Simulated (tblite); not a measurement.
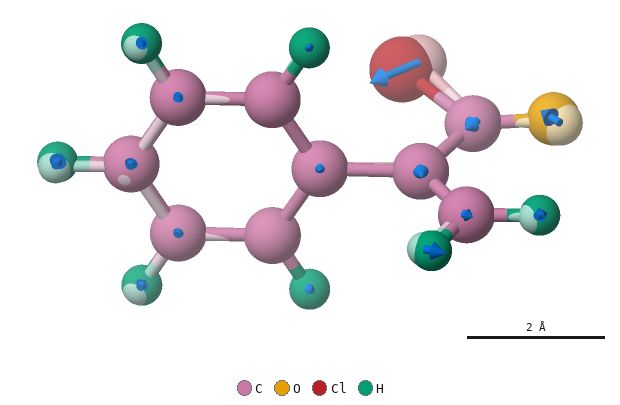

This is a relaxation of C₉H₇ClO. The starting structure is drawn faded, the final one solid; blue arrows show the displacements, magnified 3 times. The two geometries are superimposed by the best rigid fit.

Style: ball-and-stick. Shown at a tilt.

All numbers below come from GFN2-xTB geometry optimisation, gas phase in tblite. 

What happened in the run?

The Cl atom moves most after the best rigid fit: 0.30 Å. Largest moves by element: Cl 0.30 Å, O 0.15 Å, H 0.11 Å, C 0.10 Å. Some distances before and after: C–C 1.508 → 1.472 Å, C–O 1.221 → 1.189 Å, C–C 1.361 → 1.334 Å, C–H 1.096 → 1.080 Å. Among the angles between lasting bonds that change: C–C–O 120.6° → 127.6°, C–C–C 118.4° → 122.9°, C–C–Cl 117.0° → 112.7°. After 44 geometry steps the energy has fallen by 0.192 eV.
